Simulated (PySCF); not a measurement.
Run report: Si2NH5Cl2, energy and gradient calculation

The run: energy and gradient calculation of Si2NH5Cl2. Method and program: PBE0/def2-SVP, RKS (PySCF 2.14.0).

The geometry comes from this level: PBE0-D4/def2-TZVP. Figures and captions count atoms from 1; the log counts them from 0 in places.

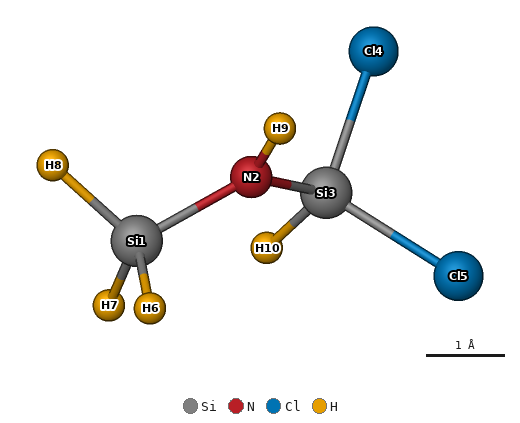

The structure (ball-and-stick view, seen at a tilt; atoms are numbered from 1 in the order of the input).

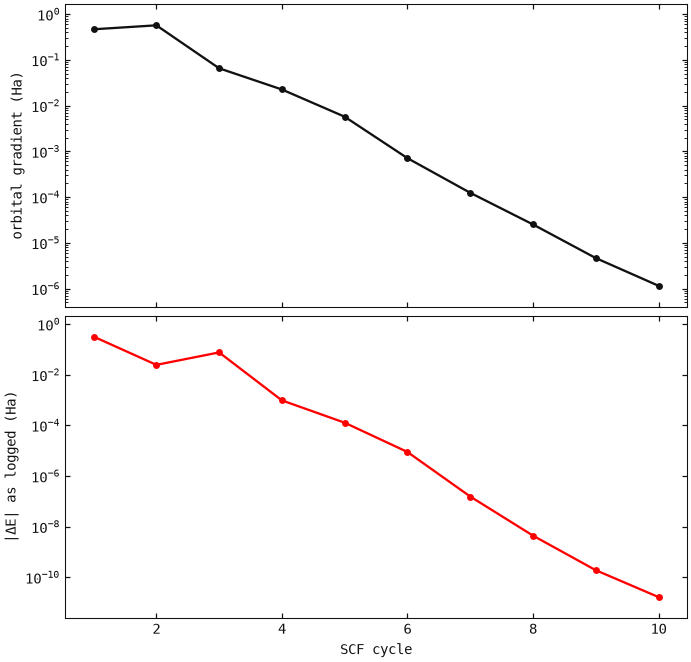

Convergence of the self-consistent field: orbital gradient and size of the energy change against the SCF cycle. The residual falls almost steadily, with no more than small rises.

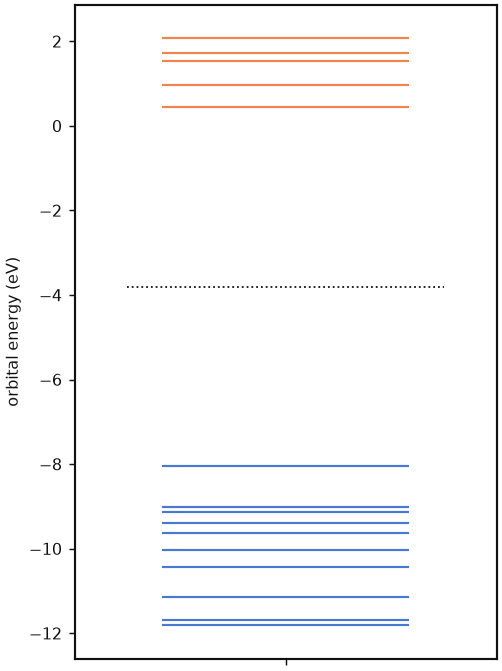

Orbital energies near the frontier; the dotted line parts filled from empty levels, and levels within 0.02 eV of each other stand side by side. Highest filled −8.05 eV, lowest empty 0.44 eV, 8.49 eV apart.

These pictures come from the run below.

The input (input.py)
```python
from pyscf import gto, dft

mol = gto.M(
    atom='input.xyz',
    charge=0,
    max_memory=1860,
    basis='def2-svp',
    verbose=4,
)

mf = dft.RKS(mol, xc='pbe0')
mf.grids.level = 5
mf.conv_tol = 1e-10
mf.kernel()
if not mf.converged:
    mf = mf.newton().run(mf.mo_coeff, mf.mo_occ)

energy = mf.e_tot
print('Final energy', energy)
grad = mf.nuc_grad_method().kernel()
mf.analyze()
```

File input.xyz
```
10
Cl2H5NSi2
Si    -0.432600     1.542700    -0.208200
N      0.595500     0.163700     0.025200
Si     0.144900    -1.469200     0.125200
Cl     1.448900    -2.623800    -0.946900
Cl     0.188300    -2.180200     2.046200
H     -0.446300     2.421700     0.990100
H     -1.797000     1.019900    -0.460600
H      0.028800     2.349600    -1.367400
H      1.573600     0.359600     0.195100
H     -1.220800    -1.635100    -0.395800
```

Launched with:
```bash
OMP_NUM_THREADS=1 python input.py
```

Log
```
PySCF version 2.14.0

[INPUT] num. atoms = 10
[INPUT] num. electrons = 74
[INPUT] charge = 0
[INPUT] spin (= nelec alpha-beta = 2S) = 0
[INPUT] symmetry False subgroup None
[INPUT] Mole.unit = angstrom
[INPUT] Symbol           X                Y                Z      unit          X                Y                Z       unit  Magmom
[INPUT]  1 Si    -0.432600000000   1.542700000000  -0.208200000000 AA   -0.817495521487   2.915280492367  -0.393440979134 Bohr   0.0
[INPUT]  2 N      0.595500000000   0.163700000000   0.025200000000 AA    1.125331907178   0.309348166591   0.047621098339 Bohr   0.0
[INPUT]  3 Si     0.144900000000  -1.469200000000   0.125200000000 AA    0.273821315449  -2.776385622211   0.236593710796 Bohr   0.0
[INPUT]  4 Cl     1.448900000000  -2.623800000000  -0.946900000000 AA    2.738024181882  -4.958263405634  -1.789381667351 Bohr   0.0
[INPUT]  5 Cl     0.188300000000  -2.180200000000   2.046200000000 AA    0.355835429256  -4.119980896777   3.866757596085 Bohr   0.0
[INPUT]  6 H     -0.446300000000   2.421700000000   0.990100000000 AA   -0.843384769393   4.576349755859   1.871017835932 Bohr   0.0
[INPUT]  7 H     -1.797000000000   1.019900000000  -0.460600000000 AA   -3.395837845843   1.927331674444  -0.870407852975 Bohr   0.0
[INPUT]  8 H      0.028800000000   2.349600000000  -1.367400000000 AA    0.054424112387   4.440100502278  -2.584011502730 Bohr   0.0
[INPUT]  9 H      1.573600000000   0.359600000000   0.195100000000 AA    2.973673029616   0.679545514394   0.368685566903 Bohr   0.0
[INPUT] 10 H     -1.220800000000  -1.635100000000  -0.395800000000 AA   -2.306977652869  -3.089891186276  -0.747953600103 Bohr   0.0

nuclear repulsion = 428.145575294359
number of shells = 53
number of NR pGTOs = 203
number of NR cGTOs = 111
basis = def2-svp
ecp = {}

******** <class 'pyscf.dft.rks.RKS'> ********
method = RKS
initial guess = minao
damping factor = 0
level_shift factor = 0
DIIS = <class 'pyscf.scf.diis.CDIIS'>
diis_start_cycle = 1
diis_space = 8
diis_damp = 0
SCF conv_tol = 1e-10
SCF conv_tol_grad = None
SCF max_cycles = 50
direct_scf = True
direct_scf_tol = 1e-13
XC library pyscf.dft.libxc version 7.0.0
    S. Lehtola, C. Steigemann, M. J.T. Oliveira, and M. A.L. Marques.,  SoftwareX 7, 1–5 (2018)
XC functionals = pbe0
radial grids:
    Treutler-Ahlrichs [JCP 102, 346 (1995); DOI:10.1063/1.469408] (M4) radial grids

becke partition: Becke, JCP 88, 2547 (1988); DOI:10.1063/1.454033
pruning grids: <function nwchem_prune>
grids dens level: 5
symmetrized grids: False
atomic radii adjust function: <function treutler_atomic_radii_adjust>
small_rho_cutoff = 0
Set gradient conv threshold to 1e-05
Initial guess from minao.
tot grids = 333016
init E= -1556.43280376764
  HOMO = -0.322736944979687  LUMO = -0.0254193723263896  gap/eV = 8.09042
cycle= 1 E= -1556.11284776466  delta_E= 0.32  |g|= 0.466  |ddm|= 3.06
  HOMO = -0.249852764802348  LUMO = 0.0154270151125768  gap/eV = 7.21863
cycle= 2 E= -1556.0883394415  delta_E= 0.0245  |g|= 0.569  |ddm|= 1.02
  HOMO = -0.301589536680578  LUMO = 0.0123553883338725  gap/eV = 8.54288
cycle= 3 E= -1556.16437649398  delta_E= -0.076  |g|= 0.0654  |ddm|= 0.564
  HOMO = -0.293708054276242  LUMO = 0.0171120524587116  gap/eV = 8.45785
cycle= 4 E= -1556.16534321632  delta_E= -0.000967  |g|= 0.0225  |ddm|= 0.0897
  HOMO = -0.296182172492051  LUMO = 0.0159635960236444  gap/eV = 8.49392
cycle= 5 E= -1556.16546975081  delta_E= -0.000127  |g|= 0.00571  |ddm|= 0.03
  HOMO = -0.295844189279267  LUMO = 0.0160659330747763  gap/eV = 8.48751
cycle= 6 E= -1556.16547860525  delta_E= -8.85e-06  |g|= 0.000709  |ddm|= 0.00704
  HOMO = -0.295908377790858  LUMO = 0.0160819522029767  gap/eV = 8.48969
cycle= 7 E= -1556.16547875931  delta_E= -1.54e-07  |g|= 0.000124  |ddm|= 0.00114
  HOMO = -0.295903463110844  LUMO = 0.0160771750760396  gap/eV = 8.48943
cycle= 8 E= -1556.16547876369  delta_E= -4.39e-09  |g|= 2.52e-05  |ddm|= 0.000187
  HOMO = -0.295902103976154  LUMO = 0.0160782475478434  gap/eV = 8.48942
cycle= 9 E= -1556.16547876388  delta_E= -1.89e-10  |g|= 4.64e-06  |ddm|= 3.52e-05
  HOMO = -0.295902120309799  LUMO = 0.0160781407744146  gap/eV = 8.48942
cycle= 10 E= -1556.1654787639  delta_E= -1.64e-11  |g|= 1.15e-06  |ddm|= 7.63e-06
  HOMO = -0.29590211484952  LUMO = 0.0160781556766989  gap/eV = 8.48942
Extra cycle  E= -1556.1654787639  delta_E= 4.55e-13  |g|= 1.04e-06  |ddm|= 3.24e-06
converged SCF energy = -1556.1654787639
Final energy -1556.1654787638965

******** <class 'pyscf.grad.rks.Gradients'> for <class 'pyscf.dft.rks.RKS'> ********
unit = Eh/Bohr
grid_response = False
--------------- RKS gradients ---------------
         x                y                z
0 Si     0.0023907399    -0.0047663135     0.0006880954
1 N    -0.0015934569    -0.0007595598     0.0001360869
2 Si     0.0043362310     0.0042991042     0.0010672791
3 Cl    -0.0043801725     0.0034538618     0.0035262706
4 Cl    -0.0003122340     0.0020771070    -0.0062736730
5 H     0.0003675992    -0.0021196604    -0.0022667749
6 H     0.0027788921     0.0006931957     0.0005963582
7 H    -0.0005483405    -0.0019180204     0.0023119668
8 H    -0.0057178877    -0.0011471828    -0.0008715730
9 H     0.0026779221     0.0001916914     0.0010856463
----------------------------------------------
**** SCF Summaries ****
Total Energy =                       -1556.165478763896544
Nuclear Repulsion Energy =             428.145575294358594
One-electron Energy =                -3003.650768215233256
Two-electron Energy =                 1019.339714156978062
Two-electron Coulomb Energy =         1125.983501968789369
DFT Exchange-Correlation Energy =     -106.643787811811336
HOMO-LUMO gap [eV] =                     8.489415571912971
**** MO energy ****
MO #1   energy= -101.678308373924  occ= 2
MO #2   energy= -101.675343410982  occ= 2
MO #3   energy= -66.3239354385486  occ= 2
MO #4   energy= -66.2649222276528  occ= 2
MO #5   energy= -14.3961217656269  occ= 2
MO #6   energy= -9.53144794881778  occ= 2
MO #7   energy= -9.52839537799011  occ= 2
MO #8   energy= -7.27012692126045  occ= 2
MO #9   energy= -7.26699643800211  occ= 2
MO #10  energy= -7.26416242862173  occ= 2
MO #11  energy= -7.26395457415651  occ= 2
MO #12  energy= -7.26110281150726  occ= 2
MO #13  energy= -7.26101201012157  occ= 2
MO #14  energy= -5.40800229384831  occ= 2
MO #15  energy= -5.3561676429538   occ= 2
MO #16  energy= -3.74699311149059  occ= 2
MO #17  energy= -3.74577390383458  occ= 2
MO #18  energy= -3.743815180651    occ= 2
MO #19  energy= -3.69444096165597  occ= 2
MO #20  energy= -3.69293228861775  occ= 2
MO #21  energy= -3.69245333301245  occ= 2
MO #22  energy= -0.896398550064187 occ= 2
MO #23  energy= -0.855666166873005 occ= 2
MO #24  energy= -0.83879197949544  occ= 2
MO #25  energy= -0.581315828888828 occ= 2
MO #26  energy= -0.56773231469527  occ= 2
MO #27  energy= -0.480650633843383 occ= 2
MO #28  energy= -0.434246739325507 occ= 2
MO #29  energy= -0.429128363725281 occ= 2
MO #30  energy= -0.409886770770225 occ= 2
MO #31  energy= -0.383850869757616 occ= 2
MO #32  energy= -0.368951443361537 occ= 2
MO #33  energy= -0.353669930224771 occ= 2
MO #34  energy= -0.345584213449521 occ= 2
MO #35  energy= -0.335578170002282 occ= 2
MO #36  energy= -0.331415767712255 occ= 2
MO #37  energy= -0.29590211484952  occ= 2
MO #38  energy= 0.0160781556766989 occ= 0
MO #39  energy= 0.0353369735571269 occ= 0
MO #40  energy= 0.0564871122464208 occ= 0
MO #41  energy= 0.06300900433859   occ= 0
MO #42  energy= 0.0760866402007561 occ= 0
MO #43  energy= 0.0856207765751136 occ= 0
MO #44  energy= 0.0925452366679536 occ= 0
MO #45  energy= 0.111774050262549  occ= 0
MO #46  energy= 0.123506002657244  occ= 0
MO #47  energy= 0.196112190808731  occ= 0
MO #48  energy= 0.254721869015926  occ= 0
MO #49  energy= 0.296330324971639  occ= 0
MO #50  energy= 0.302023130292973  occ= 0
MO #51  energy= 0.335045712310932  occ= 0
MO #52  energy= 0.342019818244636  occ= 0
MO #53  energy= 0.344568223196772  occ= 0
MO #54  energy= 0.381338467036315  occ= 0
MO #55  energy= 0.408111202881734  occ= 0
MO #56  energy= 0.457219544834064  occ= 0
MO #57  energy= 0.468105269631867  occ= 0
MO #58  energy= 0.512628600831604  occ= 0
MO #59  energy= 0.529110719840108  occ= 0
MO #60  energy= 0.533939209569517  occ= 0
MO #61  energy= 0.540843960455507  occ= 0
MO #62  energy= 0.577611663302532  occ= 0
MO #63  energy= 0.612751865431537  occ= 0
MO #64  energy= 0.639301225614526  occ= 0
MO #65  energy= 0.649114782805207  occ= 0
MO #66  energy= 0.70589647640611   occ= 0
MO #67  energy= 0.710379472882179  occ= 0
MO #68  energy= 0.758225047648384  occ= 0
MO #69  energy= 0.767880244006441  occ= 0
MO #70  energy= 0.77521903753435   occ= 0
MO #71  energy= 0.780233206672007  occ= 0
MO #72  energy= 0.781409435017535  occ= 0
MO #73  energy= 0.79348421064972   occ= 0
MO #74  energy= 0.813306673285661  occ= 0
MO #75  energy= 0.839822090240053  occ= 0
MO #76  energy= 0.873333050395033  occ= 0
MO #77  energy= 0.894622353187369  occ= 0
MO #78  energy= 0.912847290021438  occ= 0
MO #79  energy= 0.929322113943027  occ= 0
MO #80  energy= 0.943534524222752  occ= 0
MO #81  energy= 0.961821940271491  occ= 0
MO #82  energy= 0.969137897046576  occ= 0
MO #83  energy= 0.993923248496269  occ= 0
MO #84  energy= 1.00472286107189   occ= 0
MO #85  energy= 1.01533527878236   occ= 0
MO #86  energy= 1.04336215993975   occ= 0
MO #87  energy= 1.08564529343058   occ= 0
MO #88  energy= 1.10064719038282   occ= 0
MO #89  energy= 1.21001267147604   occ= 0
MO #90  energy= 1.35606575339379   occ= 0
MO #91  energy= 1.37506011968089   occ= 0
MO #92  energy= 1.39520401907684   occ= 0
MO #93  energy= 1.41723266807112   occ= 0
MO #94  energy= 1.5439288460335    occ= 0
MO #95  energy= 1.578676065825     occ= 0
MO #96  energy= 1.64251402895046   occ= 0
MO #97  energy= 1.65155439223424   occ= 0
MO #98  energy= 1.68607162110587   occ= 0
MO #99  energy= 1.721382080206     occ= 0
MO #100 energy= 1.74123646988033   occ= 0
MO #101 energy= 1.94086796931936   occ= 0
MO #102 energy= 2.00122814224348   occ= 0
MO #103 energy= 2.09133344041627   occ= 0
MO #104 energy= 2.14712444949642   occ= 0
MO #105 energy= 2.18123457122584   occ= 0
MO #106 energy= 2.21036469471141   occ= 0
MO #107 energy= 2.31515487451392   occ= 0
MO #108 energy= 2.52843567656737   occ= 0
MO #109 energy= 2.62919632855481   occ= 0
MO #110 energy= 2.70015116036056   occ= 0
MO #111 energy= 3.20832904576181   occ= 0
 ** Mulliken pop on meta-lowdin orthogonal AOs  **
 ** Mulliken pop  **
pop of  0 Si 1s           1.99999
pop of  0 Si 2s           1.99984
pop of  0 Si 3s           1.04638
pop of  0 Si 4s           0.00524
pop of  0 Si 2px          1.99988
pop of  0 Si 2py          1.99987
pop of  0 Si 2pz          1.99990
pop of  0 Si 3px          0.73202
pop of  0 Si 3py          0.68430
pop of  0 Si 3pz          0.85139
pop of  0 Si 4px          0.00981
pop of  0 Si 4py          0.00928
pop of  0 Si 4pz          0.01077
pop of  0 Si 3dxy         0.00788
pop of  0 Si 3dyz         0.01428
pop of  0 Si 3dz^2        0.00617
pop of  0 Si 3dxz         0.00434
pop of  0 Si 3dx2-y2      0.00485
pop of  1 N 1s            1.99991
pop of  1 N 2s            1.32825
pop of  1 N 3s            0.00227
pop of  1 N 2px           1.30342
pop of  1 N 2py           1.40267
pop of  1 N 2pz           1.71356
pop of  1 N 3px           0.00186
pop of  1 N 3py           0.00127
pop of  1 N 3pz           0.01440
pop of  1 N 3dxy          0.00050
pop of  1 N 3dyz          0.00016
pop of  1 N 3dz^2         0.00157
pop of  1 N 3dxz          0.00027
pop of  1 N 3dx2-y2       0.00090
pop of  2 Si 1s           1.99999
pop of  2 Si 2s           1.99984
pop of  2 Si 3s           0.97906
pop of  2 Si 4s           0.01100
pop of  2 Si 2px          1.99989
pop of  2 Si 2py          1.99987
pop of  2 Si 2pz          1.99988
pop of  2 Si 3px          0.76487
pop of  2 Si 3py          0.60127
pop of  2 Si 3pz          0.64002
pop of  2 Si 4px          0.01384
pop of  2 Si 4py          0.01318
pop of  2 Si 4pz          0.01662
pop of  2 Si 3dxy         0.01007
pop of  2 Si 3dyz         0.02171
pop of  2 Si 3dz^2        0.01591
pop of  2 Si 3dxz         0.01379
pop of  2 Si 3dx2-y2      0.01489
pop of  3 Cl 1s           2.00000
pop of  3 Cl 2s           1.99986
pop of  3 Cl 3s           1.85538
pop of  3 Cl 4s           0.00217
pop of  3 Cl 2px          1.99994
pop of  3 Cl 2py          1.99994
pop of  3 Cl 2pz          1.99994
pop of  3 Cl 3px          1.77572
pop of  3 Cl 3py          1.81014
pop of  3 Cl 3pz          1.81388
pop of  3 Cl 4px          0.00111
pop of  3 Cl 4py          0.00081
pop of  3 Cl 4pz          0.00071
pop of  3 Cl 3dxy         0.00378
pop of  3 Cl 3dyz         0.00295
pop of  3 Cl 3dz^2        0.00158
pop of  3 Cl 3dxz         0.00342
pop of  3 Cl 3dx2-y2      0.00181
pop of  4 Cl 1s           2.00000
pop of  4 Cl 2s           1.99986
pop of  4 Cl 3s           1.85837
pop of  4 Cl 4s           0.00242
pop of  4 Cl 2px          1.99995
pop of  4 Cl 2py          1.99995
pop of  4 Cl 2pz          1.99993
pop of  4 Cl 3px          1.92092
pop of  4 Cl 3py          1.87872
pop of  4 Cl 3pz          1.60454
pop of  4 Cl 4px          0.00067
pop of  4 Cl 4py          0.00063
pop of  4 Cl 4pz          0.00137
pop of  4 Cl 3dxy         0.00034
pop of  4 Cl 3dyz         0.00406
pop of  4 Cl 3dz^2        0.00652
pop of  4 Cl 3dxz         0.00209
pop of  4 Cl 3dx2-y2      0.00041
pop of  5 H 1s            1.10136
pop of  5 H 2s            0.00417
pop of  5 H 2px           0.00007
pop of  5 H 2py           0.00126
pop of  5 H 2pz           0.00258
pop of  6 H 1s            1.08692
pop of  6 H 2s            0.00340
pop of  6 H 2px           0.00308
pop of  6 H 2py           0.00043
pop of  6 H 2pz           0.00012
pop of  7 H 1s            1.09893
pop of  7 H 2s            0.00406
pop of  7 H 2px           0.00052
pop of  7 H 2py           0.00105
pop of  7 H 2pz           0.00229
pop of  8 H 1s            0.74879
pop of  8 H 2s            0.01043
pop of  8 H 2px           0.00131
pop of  8 H 2py           0.00021
pop of  8 H 2pz           0.00114
pop of  9 H 1s            1.09073
pop of  9 H 2s            0.00567
pop of  9 H 2px           0.00370
pop of  9 H 2py           0.00026
pop of  9 H 2pz           0.00069
 ** Mulliken atomic charges  **
charge of    0Si =      0.61382
charge of    1N =     -0.77103
charge of    2Si =      0.88428
charge of    3Cl =     -0.27314
charge of    4Cl =     -0.28073
charge of    5H =     -0.10944
charge of    6H =     -0.09396
charge of    7H =     -0.10686
charge of    8H =      0.23811
charge of    9H =     -0.10105
Dipole moment(X, Y, Z, Debye):  0.07010,  1.81631, -0.38177
```

Summary

| quantity | value |
| --- | --- |
| outcome | converged |
| total energy | −1556.165479 hartree |
| basis functions | 111 |
| largest force | 0.340 eV/Å |
| HOMO | −8.05 eV |
| LUMO | 0.44 eV |
| dipole moment | 1.86 D |
| hardware | 1 thread of Arm Neoverse V1, 24 GiB of memory available, shared host |
| wall time | 52 s |
| peak memory | 1.1 GiB |
